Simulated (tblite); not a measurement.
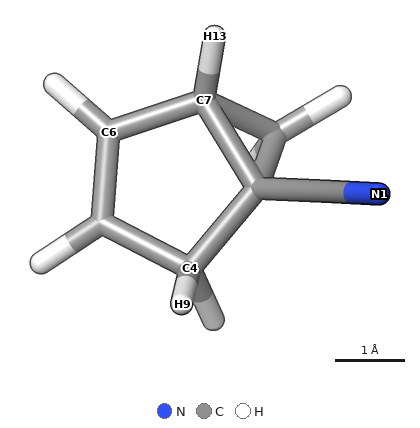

Fig. 1: The starting structure (stick view, seen at a tilt; atoms are numbered from 1 in the order of the input). Bond lengths as drawn: C–C 1.33 to 1.53 Å, C–H 1.08 to 1.09 Å and C–N 1.15 Å.

# Run report: C₇H₇N, molecular dynamics (part 1 of 2)

The run: molecular dynamics of C₇H₇N. Method and program: GFN2-xTB Langevin dynamics, gas phase (tblite 0.8.0).

### Input file
```
{"job": {"kind": "md", "xc": "GFN2-xTB", "basis": "xTB", "temperature": 200, "steps": 2000, "every": 50}, "charge": 0, "multiplicity": 1}
N      0.396706    -2.860577     1.576401
C      0.305677    -1.909985     0.942809
C      0.180948    -0.735778     0.164412
C     -1.169517    -0.428048    -0.473051
C     -1.252686     1.070175    -0.402040
C     -0.215074     1.614179     0.220188
C      0.781965     0.594742     0.614332
C      1.397279    -0.167112    -0.521805
H     -1.984853    -0.894268     0.087888
H     -1.225843    -0.790025    -1.502563
H     -2.092623     1.597984    -0.818356
H     -0.068254     2.660157     0.423091
H      1.329867     0.703887     1.538793
H      2.342703    -0.660014    -0.347049
H      1.269290     0.212672    -1.524964
```

The first line tells a small driver script what to run in tblite; the rest is the geometry in Å.

Machine: 1 CPU thread, shared host.

Command:
```bash
OMP_NUM_THREADS=1 python <driver script> task.json out
```

### The program's output
```
t/fs     T/K      E/eV
    0.0   159.5   -582.34235
   25.0    94.9   -582.21164
   50.0   104.0   -582.19968
   75.0   122.5   -582.19123
  100.0   122.9   -582.17464
  125.0    98.2   -582.13626
  150.0   132.1   -582.19797
  175.0    96.4   -582.07710
  200.0   128.3   -582.04239
  225.0   164.0   -582.00552
  250.0   212.6   -582.04886
  275.0   224.3   -582.11460
  300.0   175.5   -582.06242
  325.0   135.2   -582.01667
  350.0   217.0   -582.04569
  375.0   215.0   -582.02676
  400.0   195.4   -581.96725
  425.0   277.7   -582.07073
  450.0   161.1   -581.90269
  475.0   161.0   -581.98388
  500.0   169.0   -582.03557
  525.0   184.5   -581.97232
  550.0   224.7   -582.09119
  575.0   224.9   -581.95400
  600.0   278.0   -581.97281
  625.0   270.1   -581.97679
  650.0   259.0   -581.79609
  675.0   211.9   -581.85312
  700.0   246.1   -581.85911
  725.0   263.3   -582.00849
  750.0   368.0   -581.96396
  775.0   328.2   -581.90139
  800.0   266.5   -581.82946
  825.0   240.4   -581.93876
  850.0   203.3   -581.85747
  875.0   266.6   -581.97464
  900.0   264.4   -581.98736
  925.0   262.2   -581.92260
  950.0   189.8   -581.81868
  975.0   233.9   -581.93930
 1000.0   199.9   -581.88905
```

### Trajectory as extended XYZ (Å, eV, eV/Å), 31 of the 41 frames kept, from step=0 to step=40
```
15
Properties=species:S:1:pos:R:3:forces:R:3 step=0 time_fs=0.0 energy=-582.34235 temperature=159.5
N     0.3967   -2.8606    1.5764    0.0045   0.0052  -0.0069
C     0.3057   -1.9100    0.9428    0.0018  -0.0075   0.0059
C     0.1809   -0.7358    0.1644    0.0037   0.0033   0.0068
C    -1.1695   -0.4280   -0.4731    0.0089  -0.0003   0.0022
C    -1.2527    1.0702   -0.4020   -0.0034   0.0009   0.0021
C    -0.2151    1.6142    0.2202    0.0031   0.0005  -0.0017
C     0.7820    0.5947    0.6143    0.0042   0.0033  -0.0056
C     1.3973   -0.1671   -0.5218   -0.0020  -0.0019  -0.0004
H    -1.9849   -0.8943    0.0879    0.0022   0.0024  -0.0076
H    -1.2258   -0.7900   -1.5026   -0.0014  -0.0006   0.0006
H    -2.0926    1.5980   -0.8184   -0.0027   0.0029  -0.0030
H    -0.0683    2.6602    0.4231    0.0012  -0.0022   0.0036
H     1.3299    0.7039    1.5388   -0.0059  -0.0005  -0.0016
H     2.3427   -0.6600   -0.3470   -0.0076  -0.0026   0.0032
H     1.2693    0.2127   -1.5250   -0.0066  -0.0029   0.0025
15
Properties=species:S:1:pos:R:3:forces:R:3 step=1 time_fs=25.0 energy=-582.21164 temperature=94.9
N     0.3891   -2.8620    1.5557    0.0485   0.3478  -0.2908
C     0.3165   -1.9081    0.9186   -0.2319  -0.2163   0.3605
C     0.1729   -0.7171    0.1588   -0.2654  -0.7034   0.3462
C    -1.1799   -0.4333   -0.4745    0.0089   0.6449  -0.0477
C    -1.2895    1.0771   -0.3665    0.0781   0.0961  -0.2929
C    -0.2001    1.6203    0.1821   -0.2399   0.6583   0.4271
C     0.8007    0.6060    0.6141   -0.7510  -0.0662  -0.3605
C     1.3881   -0.1897   -0.5076    0.8189   0.1020   0.3791
H    -1.9894   -0.9217    0.0387   -0.3575  -0.2048   0.6145
H    -1.2850   -0.7914   -1.4994    0.3607   0.1646  -0.2108
H    -2.1818    1.5949   -0.7545    0.7771  -0.2919   0.2584
H    -0.0147    2.6912    0.3818   -0.2811  -0.8286  -0.1873
H     1.3113    0.6717    1.5665   -0.0162   0.1891  -0.1948
H     2.3265   -0.6603   -0.2591    0.0984  -0.2292  -0.1873
H     1.3093    0.1500   -1.5086   -0.0477   0.3376  -0.6137
15
Properties=species:S:1:pos:R:3:forces:R:3 step=3 time_fs=75.0 energy=-582.19123 temperature=122.5
N     0.3601   -2.8672    1.5171    0.1377   0.1104  -0.2458
C     0.2737   -1.9194    0.8755   -0.4600   0.1428   0.3039
C     0.0622   -0.7072    0.1688    0.2871  -0.1832  -0.0476
C    -1.2903   -0.3732   -0.4366   -0.7513  -1.2456  -0.6084
C    -1.3416    1.0918   -0.3591   -0.8383   1.5612  -0.1854
C    -0.3140    1.6531    0.2658    0.2963  -1.0827  -0.0422
C     0.6953    0.6099    0.6073   -0.0546   0.4037   0.5364
C     1.2546   -0.1087   -0.5614   -0.0302  -0.6967   0.0514
H    -2.1848   -0.8019    0.0647    0.6153   0.0544   0.2875
H    -1.4047   -0.7900   -1.4677    0.3523   0.4489   0.3994
H    -2.2182    1.6471   -0.7235    0.5215  -0.3626   0.1333
H    -0.1373    2.6646    0.5214   -0.0860   0.5757   0.0075
H     1.2936    0.7361    1.5024   -0.1169  -0.1382  -0.0237
H     2.1698   -0.6868   -0.4468   -0.0819   0.3986  -0.1619
H     1.0353    0.3075   -1.5223    0.2091   0.0133  -0.4045
15
Properties=species:S:1:pos:R:3:forces:R:3 step=4 time_fs=100.0 energy=-582.17464 temperature=122.9
N     0.3808   -2.8052    1.4994   -0.0060   0.0130   0.1321
C     0.2154   -1.8398    0.9060   -0.1056  -0.1683  -0.3713
C     0.0298   -0.6776    0.1130    0.1874  -0.6796   0.5310
C    -1.3317   -0.3546   -0.4389   -0.8247  -0.6135   0.1645
C    -1.4161    1.1218   -0.3282    0.4926   0.7845   0.4968
C    -0.3651    1.6461    0.2923    0.3769   0.6215  -0.2458
C     0.6245    0.6145    0.6089    0.4368   0.4779   0.2469
C     1.2354   -0.0941   -0.5554    0.4747  -0.1443  -0.0571
H    -2.0888   -0.9113    0.1346   -0.0770   0.3939   0.2401
H    -1.5213   -0.6920   -1.4449    0.3274  -0.0750  -0.6670
H    -2.1738    1.7659   -0.6884   -0.8451  -0.0841  -0.3975
H    -0.1197    2.6991    0.4702   -0.4285  -0.5628  -0.0503
H     1.1933    0.7333    1.5068    0.2190  -0.1895   0.3987
H     2.1859   -0.6036   -0.3869   -0.2983   0.2024  -0.1574
H     1.0918    0.3308   -1.5298    0.0702   0.0239  -0.2638
15
Properties=species:S:1:pos:R:3:forces:R:3 step=5 time_fs=125.0 energy=-582.13626 temperature=98.2
N     0.3598   -2.7602    1.5924   -0.2211   0.9088  -0.9325
C     0.1888   -1.8592    0.8878    0.0870  -0.4726   0.8529
C     0.0128   -0.6680    0.1265   -0.5373  -0.3381   0.3614
C    -1.3796   -0.3494   -0.4592    0.9518   0.4470   0.8944
C    -1.4897    1.1413   -0.3178    0.7198   0.2830   0.5714
C    -0.4249    1.6685    0.2895   -0.3796   0.3801   0.2325
C     0.5991    0.6704    0.6066    0.1601  -0.0256   0.4312
C     1.1998   -0.0694   -0.5358   -0.4155   0.6240  -1.2672
H    -2.0908   -0.8728    0.1338   -0.9288  -0.2466   0.7398
H    -1.5272   -0.7134   -1.4369    0.1204  -0.2416  -1.3974
H    -2.3196    1.7632   -0.5661   -0.4690  -0.2449  -0.3980
H    -0.3245    2.7010    0.6269   -0.0128  -0.3961  -0.3182
H     1.1855    0.7923    1.5185   -0.2171  -0.1624  -0.2396
H     2.1323   -0.5200   -0.3269    0.7815  -0.3957  -0.1643
H     1.0242    0.2933   -1.5631    0.3607  -0.1191   0.6335
15
Properties=species:S:1:pos:R:3:forces:R:3 step=7 time_fs=175.0 energy=-582.07710 temperature=96.4
N     0.3509   -2.8206    1.4979    0.2208  -1.3910   1.0478
C     0.1252   -1.8174    1.0210   -0.2493   1.5721  -1.7724
C    -0.0728   -0.6477    0.2224    0.1840  -0.7599  -0.4371
C    -1.4451   -0.3587   -0.4437    0.3945  -1.0037   0.7481
C    -1.5093    1.1049   -0.2917   -1.1982   0.6384  -0.9141
C    -0.4784    1.6821    0.2735    1.0689   0.4075   1.1196
C     0.5529    0.6436    0.6515   -0.8215   1.2446   0.2425
C     1.1519   -0.0346   -0.5119   -0.3382  -0.8898  -0.2054
H    -2.3114   -0.7955    0.1203    0.7623  -0.0198  -0.4377
H    -1.4819   -0.7169   -1.4916   -0.0233   0.1950   0.5315
H    -2.4026    1.5746   -0.6694    0.0473   0.3634   0.0190
H    -0.3608    2.7330    0.5591   -0.0817  -0.6041  -0.3097
H     1.0493    0.7022    1.6026    0.2582   0.2059   0.0745
H     2.1202   -0.5327   -0.4513   -0.3851   0.1328   0.1187
H     0.9150    0.3719   -1.4917    0.1613  -0.0915   0.1746
15
Properties=species:S:1:pos:R:3:forces:R:3 step=8 time_fs=200.0 energy=-582.04239 temperature=128.3
N     0.3160   -2.8553    1.4757    0.2348  -1.6357   0.7188
C     0.1249   -1.9429    0.8319   -0.2746   2.2769  -0.3546
C    -0.0529   -0.6772    0.1949   -0.5937   0.1120   0.7081
C    -1.4299   -0.3287   -0.3400   -0.9533  -1.5281  -0.6120
C    -1.5514    1.1502   -0.3303    0.7496  -0.4162   0.5013
C    -0.5412    1.6960    0.3271    1.2273   0.6378  -0.4315
C     0.5193    0.6968    0.6664   -0.4209  -0.2988  -0.1311
C     1.1118   -0.0773   -0.4803   -0.0036   0.8274  -1.0889
H    -2.2372   -0.8057    0.2835    0.6141   0.3412  -0.4064
H    -1.5559   -0.7467   -1.3672   -0.0240   0.2663   0.4841
H    -2.3720    1.6061   -0.8032   -0.6732   0.5408  -0.2056
H    -0.2923    2.7636    0.4221   -0.4338  -0.6688   0.1518
H     1.1216    0.8757    1.5500   -0.1130  -0.2511  -0.0811
H     2.0374   -0.5408   -0.2723    0.8960  -0.4190   0.2140
H     1.0511    0.2207   -1.5347   -0.2315   0.2151   0.5331
15
Properties=species:S:1:pos:R:3:forces:R:3 step=9 time_fs=225.0 energy=-582.00552 temperature=164.0
N     0.2632   -2.9162    1.3380   -0.0294   0.7316  -0.0063
C     0.1281   -1.8734    0.8671   -0.0038  -1.4075  -0.1152
C    -0.0813   -0.7020    0.1266   -0.2243   1.1524   0.6458
C    -1.4740   -0.3767   -0.4000    0.7728   1.3667  -1.0500
C    -1.5356    1.1671   -0.3152    1.1189  -0.1053   0.5690
C    -0.4169    1.6546    0.2810   -2.8025  -0.8091  -0.5577
C     0.4996    0.6162    0.6944    0.6975  -0.0672   0.1564
C     1.0908   -0.0202   -0.5081    1.7086  -0.7705  -0.3076
H    -2.2500   -0.7891    0.1875   -0.7600  -0.5756   0.6862
H    -1.5706   -0.7627   -1.4286   -0.1112   0.2907   0.2265
H    -2.3981    1.7678   -0.6274    0.6058  -0.5559  -0.0319
H    -0.2502    2.6507    0.5483    0.1222   1.1771   0.1585
H     1.0284    0.7760    1.6444   -0.1295  -0.4800  -0.5528
H     2.0699   -0.5206   -0.4115   -0.5367   0.1078   0.0992
H     1.0375    0.4745   -1.4696   -0.4283  -0.0553   0.0797
15
Properties=species:S:1:pos:R:3:forces:R:3 step=11 time_fs=275.0 energy=-582.11460 temperature=224.3
N     0.0821   -3.0698    1.1497   -0.0028   0.7314  -0.3335
C    -0.0053   -2.0200    0.6841   -0.3446   0.0960   0.1096
C    -0.1381   -0.7175    0.1031    0.5921   0.1438  -0.1899
C    -1.4438   -0.2080   -0.4971   -0.8360  -1.6709   0.8098
C    -1.5202    1.2274   -0.1652   -1.1748  -0.2693  -0.2572
C    -0.4625    1.6312    0.4812    1.2383   0.4840   0.5694
C     0.5570    0.5570    0.6529   -0.9090  -0.2812  -0.3293
C     1.0743   -0.1309   -0.5591   -0.5137   0.8548  -1.3666
H    -2.2411   -0.7914    0.0093   -0.0897   0.3647  -0.3075
H    -1.5593   -0.3699   -1.5570    0.1671  -0.2307  -0.4298
H    -2.4356    1.7668   -0.3639    0.2880   0.1134  -0.1109
H    -0.3435    2.6285    0.8483    0.3175   0.1908   0.2044
H     1.1367    0.5006    1.5381    0.3772   0.1363   0.6214
H     1.9927   -0.6379   -0.5061    0.9555  -0.5964   0.2922
H     0.9344    0.3065   -1.5660   -0.0652  -0.0667   0.7179
15
Properties=species:S:1:pos:R:3:forces:R:3 step=12 time_fs=300.0 energy=-582.06242 temperature=175.5
N     0.0553   -3.0282    1.0741    0.0526  -1.6033   0.9271
C    -0.0880   -1.9870    0.6496    0.1085   0.4066  -0.9198
C    -0.1421   -0.7549    0.0051   -0.3728   0.7422   0.3531
C    -1.4714   -0.2111   -0.5045    0.0233  -1.0273  -0.7219
C    -1.4306    1.2068   -0.1244   -1.0423   1.2075  -0.1229
C    -0.3355    1.5458    0.5169   -0.3220  -0.1610   0.3689
C     0.5281    0.4091    0.7313    1.4103   0.0455   0.3125
C     1.0928   -0.1235   -0.5364    0.9944  -0.7769  -0.2366
H    -2.2540   -0.8316   -0.0795   -0.4891   0.2496   0.2538
H    -1.6032   -0.2826   -1.5983    0.2748  -0.1574   0.1948
H    -2.1899    1.9351   -0.3918    0.0029  -0.3767  -0.1115
H    -0.0792    2.4836    0.8878    0.2093   1.2949   0.4349
H     1.1792    0.3690    1.6160   -0.5941  -0.2457  -0.2988
H     2.0207   -0.6880   -0.4627   -0.1804   0.0213  -0.0504
H     0.9978    0.4125   -1.4521   -0.0753   0.3809  -0.3831
15
Properties=species:S:1:pos:R:3:forces:R:3 step=13 time_fs=325.0 energy=-582.01667 temperature=135.2
N     0.0051   -3.0221    1.1618    0.0731  -1.1907   0.2783
C    -0.0639   -2.0900    0.5130   -0.2491   1.5917  -0.1354
C    -0.1409   -0.7652   -0.0162   -0.3085  -0.4391  -0.4450
C    -1.5160   -0.2056   -0.4879    2.0956  -0.3503  -1.9254
C    -1.3898    1.2382   -0.1416    0.0604   0.3797   0.7033
C    -0.3234    1.5111    0.6187   -0.2585   0.5732  -0.1424
C     0.5505    0.3347    0.7397    0.7563  -0.1046  -0.3753
C     1.1677   -0.1859   -0.5710   -0.1845  -0.7209   1.1637
H    -2.3392   -0.7269   -0.0692   -0.7062  -0.2502   0.7108
H    -1.5733   -0.4029   -1.5945   -0.1193   0.4136   0.6592
H    -2.1370    1.9628   -0.4073   -0.1624  -0.0442  -0.0493
H    -0.0933    2.4688    1.1221   -0.1455  -0.7698  -0.6026
H     1.0416    0.1679    1.6737    0.3587  -0.1249   0.3104
H     2.0566   -0.8882   -0.5282   -1.1560   1.0867   0.0427
H     1.1401    0.4819   -1.4105   -0.0542  -0.0503  -0.1929
15
Properties=species:S:1:pos:R:3:forces:R:3 step=15 time_fs=375.0 energy=-582.02676 temperature=215.0
N    -0.1486   -3.0977    1.3144   -0.1009   0.2844  -0.3263
C    -0.1866   -2.1060    0.7318    0.0492  -0.9044   0.7596
C    -0.1574   -0.8566    0.1208   -0.0118   0.9933  -0.1152
C    -1.3834   -0.2347   -0.5593    0.0343  -1.1328   0.5749
C    -1.2875    1.1898   -0.1602    0.4362   1.2589  -0.3716
C    -0.1992    1.4977    0.5747   -1.2982  -0.9806  -1.0832
C     0.6501    0.3198    0.7549   -0.2403  -0.5631   1.0523
C     1.1226   -0.3532   -0.4756   -0.6379   0.3970   0.0978
H    -2.3366   -0.7115   -0.2642    0.3237   0.2338   0.1245
H    -1.2601   -0.4567   -1.6180   -0.2562   0.4535  -0.2935
H    -1.9801    1.9142   -0.6072    0.2723  -0.3324   0.5319
H     0.0487    2.4509    0.9344    0.2043   0.8231   0.3954
H     1.2589    0.1461    1.6561   -0.5293   0.2901  -0.3373
H     1.9452   -0.9547   -0.2597    1.3485  -0.8039  -0.4996
H     1.0043    0.1933   -1.3843    0.4062  -0.0167  -0.5097
15
Properties=species:S:1:pos:R:3:forces:R:3 step=16 time_fs=400.0 energy=-581.96725 temperature=195.4
N    -0.2519   -3.1746    1.3148    0.0427   0.6689  -0.3979
C    -0.2138   -2.1442    0.8007   -0.3060  -0.6261   0.4758
C    -0.1518   -0.8702    0.1955   -0.5628   0.1763  -1.2633
C    -1.4283   -0.2273   -0.4416    1.1329  -0.5028  -0.9798
C    -1.3067    1.2294   -0.1539    2.0044  -0.0128   1.4945
C    -0.1537    1.5265    0.5055   -1.5289  -1.2922  -0.5816
C     0.6146    0.2536    0.7708    1.3867   1.3162   1.2625
C     1.2396   -0.4981   -0.3804   -0.7328  -0.5648   0.8714
H    -2.3073   -0.6870   -0.0324   -0.5331  -0.1167   0.1883
H    -1.4442   -0.3481   -1.5520   -0.0245  -0.2532   0.6189
H    -2.0825    1.9148   -0.3715   -0.3747   0.3839  -0.3234
H     0.0553    2.4937    0.9251    0.3770  -0.1334  -0.1182
H     1.1594    0.1847    1.7284   -0.4827   0.0822  -0.3718
H     2.0006   -1.2883   -0.1133   -0.6758   1.3300  -0.6728
H     1.2551    0.0520   -1.3054    0.2776  -0.4555  -0.2024
15
Properties=species:S:1:pos:R:3:forces:R:3 step=17 time_fs=425.0 energy=-582.07073 temperature=277.7
N    -0.3716   -3.1774    1.3008   -0.2218  -0.9032   0.4823
C    -0.3289   -2.1293    0.8575    0.5240   0.5990  -0.3013
C    -0.1658   -0.8731    0.2380   -0.5539  -0.0493   0.1887
C    -1.4545   -0.2941   -0.3497    0.7709   0.3108  -0.1770
C    -1.2289    1.1697   -0.1233   -2.2122  -0.0699  -0.7321
C    -0.1368    1.4785    0.5002    1.3425   0.6537   0.9751
C     0.6332    0.2766    0.8613    0.0217  -0.1390  -0.1922
C     1.1961   -0.4974   -0.2805   -0.4888  -0.0130  -0.6667
H    -2.2780   -0.7554    0.1763   -0.4921   0.2725   0.2238
H    -1.6320   -0.4442   -1.4166    0.2828  -0.3207  -0.0558
H    -1.9467    1.9049   -0.4300   -0.2482   0.0415  -0.3032
H     0.1363    2.4981    0.7352    0.2413  -0.2636   0.1154
H     1.1060    0.2186    1.8138    0.1904  -0.0714   0.5052
H     1.9199   -1.2645   -0.0214    0.2514   0.4571  -0.5454
H     1.1525   -0.0022   -1.2616    0.5921  -0.5046   0.4832
15
Properties=species:S:1:pos:R:3:forces:R:3 step=19 time_fs=475.0 energy=-581.98388 temperature=161.0
N    -0.6075   -3.1654    1.3677    0.2803   1.2946  -0.5511
C    -0.4035   -2.1229    0.9056   -0.2157  -2.2189   0.9828
C    -0.2159   -0.8723    0.3364   -0.0766   0.6988  -1.2185
C    -1.4015   -0.2436   -0.3486   -0.3101   1.4580  -0.9134
C    -1.1418    1.2621   -0.1390   -0.6795  -0.1494   0.6456
C    -0.1014    1.5318    0.6648   -1.1590  -1.4911  -0.8548
C     0.5847    0.2371    0.9408    0.6781   0.6135   1.2389
C     1.0931   -0.4222   -0.3066    1.1706  -1.3671   1.6072
H    -2.4002   -0.5102    0.0190    0.3265  -0.0774   0.2346
H    -1.4146   -0.4577   -1.4376    0.0219  -0.0070   0.4264
H    -1.9205    1.9477   -0.4774    0.5832  -0.1021  -0.0336
H     0.2359    2.4747    1.0093    0.1628   0.3711   0.1431
H     1.0314    0.0479    1.9284    0.1210   0.3188  -0.6109
H     1.9868   -1.1025   -0.1296   -1.1915   0.9305  -0.7428
H     1.0092    0.1895   -1.1807    0.2880  -0.2721  -0.3534
15
Properties=species:S:1:pos:R:3:forces:R:3 step=20 time_fs=500.0 energy=-582.03557 temperature=169.0
N    -0.6939   -3.0837    1.3677   -0.0084   0.7055  -0.4095
C    -0.5158   -2.0700    0.8483    0.3661  -0.8915   0.5007
C    -0.2313   -0.8201    0.2626   -0.2593   0.1159  -0.4734
C    -1.4332   -0.1440   -0.4253   -0.2292   0.4432   0.3590
C    -1.2380    1.3151   -0.0746    2.0768  -1.2756   0.9598
C    -0.1163    1.4972    0.6737   -2.0530  -0.6606  -1.0079
C     0.6232    0.2431    0.9797   -1.5775   0.7673  -1.6083
C     1.1540   -0.4437   -0.2372    0.0514  -0.5534   0.4462
H    -2.4161   -0.5186   -0.0515    0.6850   0.1304  -0.0753
H    -1.4748   -0.2149   -1.5183    0.2769  -0.3902   0.1263
H    -1.8820    2.0190   -0.5170   -0.3862   0.7869  -0.0359
H     0.0876    2.4485    1.0529    0.7309   0.9711   0.5351
H     1.0940    0.1042    1.8979    0.4586  -0.1889   1.2690
H     1.9377   -1.1825    0.0185   -0.4173   0.5808  -0.7774
H     1.1864    0.1543   -1.1472    0.2852  -0.5410   0.1916
```
